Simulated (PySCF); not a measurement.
**CH5AsB, doublet, SMILES `[CH2]B[AsH2]`: what the electrons do**

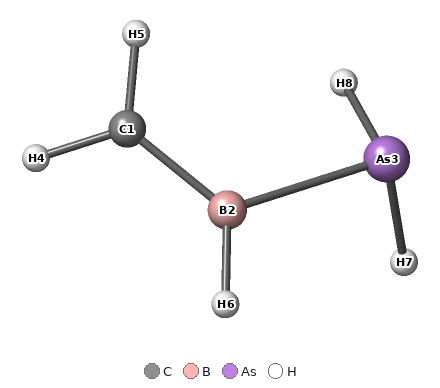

The molecule, with its atoms numbered as below. No frequency check shows the geometry to be a minimum.

Geometry (Å), atoms numbered from 1:

```
C1       2.2499    0.2979    0.0056
B2       1.1697   -0.6780   -0.0530
As3     -0.7348    0.0409   -0.0537
H4       3.2032    0.1031    0.4780
H5       2.1628    1.3248   -0.3268
H6       1.2736   -1.8464   -0.0539
H7      -1.2136   -0.6443    1.1944
H8      -0.5240    1.3171    0.7109
```

## 1. Bonding charge

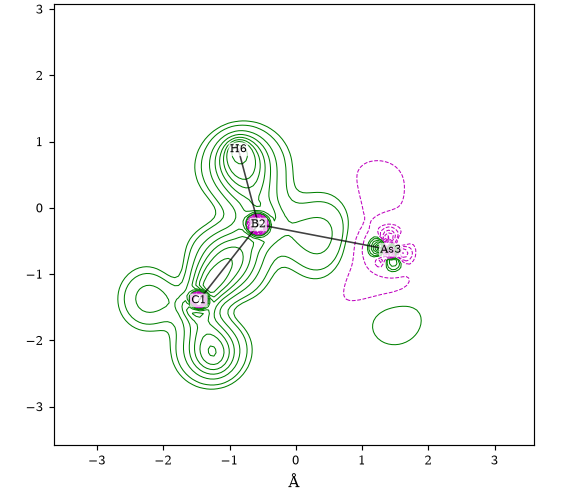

Deformation density (molecule less spherical, spin-averaged free atoms) in the plane of C1, B2, As3 and H6; contours at ±0.05 to ±0.8 e/Å³; solid green lines: gain, dashed magenta lines: loss.

Method: CAM-B3LYP/aug-cc-pVDZ; geometry: GFN2-xTB; program: PySCF. The stability of the open-shell solution wasn't checked. GFN2-xTB doesn't know the spin state, so this open-shell geometry is rough.

How much density has each bond in this plane gained at its critical point, relative to the free atoms?

Answer. C1–B2: +0.51 e/Å³ at the bond critical point (bond length 1.46 Å). B2–H6: +0.46 e/Å³ at the bond critical point (bond length 1.17 Å). B2–As3: +0.26 e/Å³ at the bond critical point (bond length 2.04 Å). In all, 2.0 electrons gather in the regions of gain relative to the promolecule.

Where do the Hirshfeld charges lie?

Answer. The highest Hirshfeld charge is on As3 (+0.08 e), the lowest on C1 (−0.13 e).

```tsv
atom	charge (e)
C1	−0.13
B2	+0.06
As3	+0.08
H4	+0.06
H5	+0.05
H6	−0.06
H7	−0.03
H8	−0.03
```

## 2. Electrostatic potential

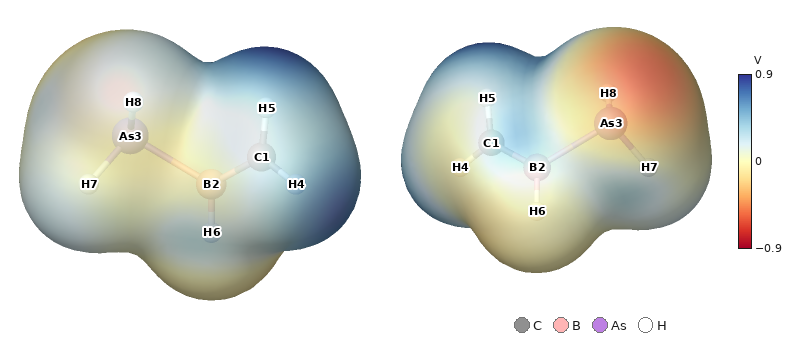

Electrostatic potential on the surface of electron density 0.001 a.u. (back view left, front view right).

Where are the extremes of the potential on the surface?

Answer. Highest: 0.83 V, 1.3 Å from H5. Further maxima include 0.54 V, over B2, off the plane of its three bonds (1.9 Å); 0.38 V, near H6 (2.12 Å), H7 (2.16 Å) and As3 (2.18 Å). Lowest: −0.58 V, 2.4 Å from As3. Further minima include −0.20 V, 1.6 Å from H6; −0.09 V, 2.0 Å from H8. The surface is sampled at points, so like sites can differ by a few per cent and only the strongest of them is named.

## 3. Spin density

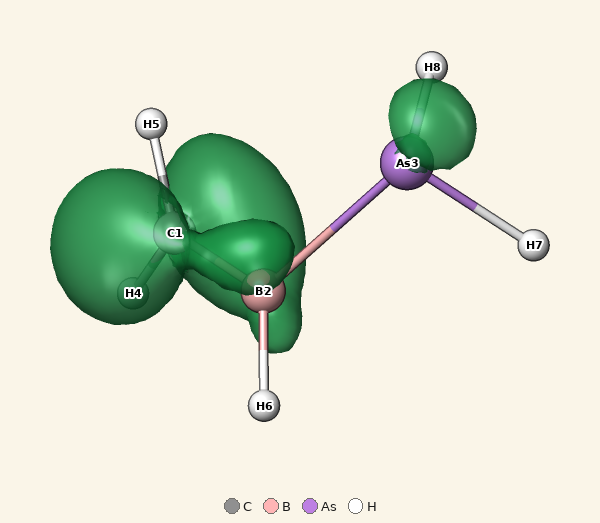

Spin density ρα − ρβ at ±0.05 e/Å³ (green: excess α, purple: excess β).

How is the spin shared among the atoms?

Answer. Hirshfeld spin populations: C1 +0.58, B2 +0.15, As3 +0.15, H4 +0.05 and H5 +0.04. ⟨S²⟩ = 0.76, against 0.75 for a pure state.

## 4. In an electric field

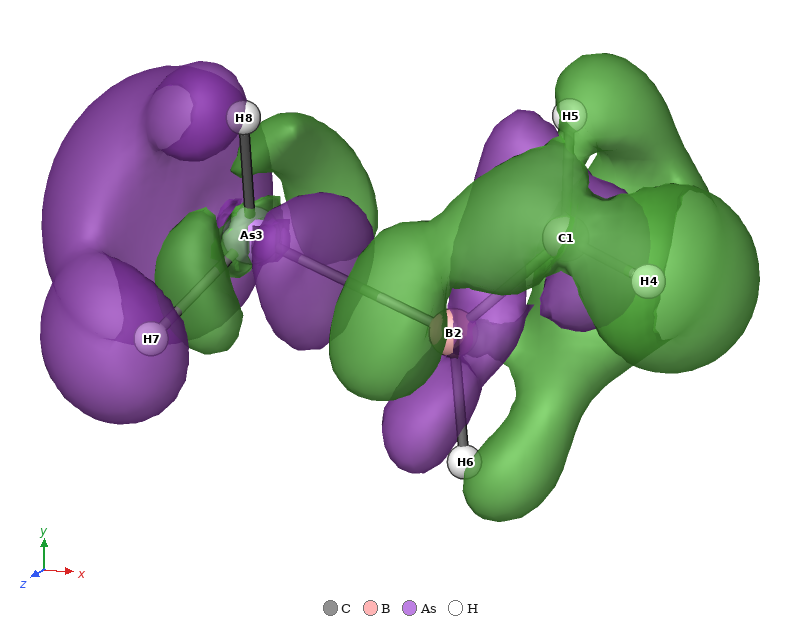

Change of the electron density in a uniform field of 0.10 V/Å, surfaces at ±0.0008 e/Å³ (purple: gain, green: loss).

Computed with PySCF, CAM-B3LYP/def2-SVPD, geometry: GFN2-xTB. The stability of the open-shell solution wasn't checked. GFN2-xTB doesn't know the spin state, so this open-shell geometry is rough.

The field was applied in both directions; the picture shows the one opposite to the script's first.

Along which Cartesian direction does the field point?

Answer. Along +x: electrons gather on the −x side, against the field.

How large is the response?

Answer. The induced dipole is 0.48 D (along the field); α along this axis, from the fields in both directions, is 95 bohr³ (14.1 Å³).

## 5. Removing or adding an electron

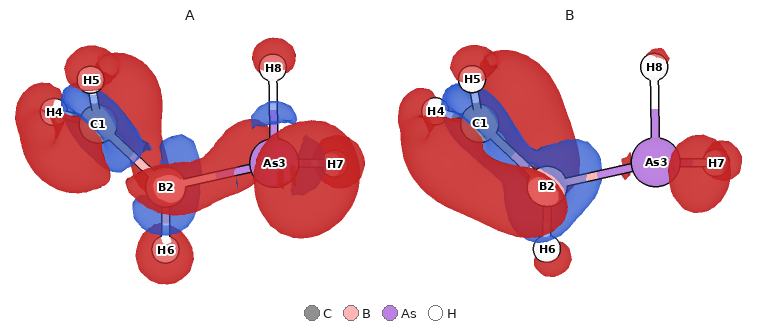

The two Fukui functions at ±0.03 e/Å³ (red positive, blue negative).

Level of theory: B3LYP/cc-pVTZ (PySCF), at a geometry from GFN2-xTB. GFN2-xTB doesn't know the spin state, so this open-shell geometry is rough.

Which panel is f⁻ (electron removed) and which f⁺ (electron added)?

Answer. A is f⁻, B is f⁺. f⁻ (Hirshfeld-condensed) is largest on As3 (0.34) and C1 (0.20); the vertical ionisation energy is 8.67 eV (to the singlet cation, which needn't be its lowest state). f⁺ (Hirshfeld-condensed) is largest on C1 (0.23), As3 (0.23) and B2 (0.18); the vertical electron affinity is 1.68 eV (to the singlet anion, which needn't be its lowest state; the anion's highest orbital has positive energy, so this value and f⁺ depend on the basis).

The PySCF runs shown took 14 s, 27 s and 32 s on 1 thread of Intel(R) Xeon(R) 6975P-C (Granite Rapids) (shared host).
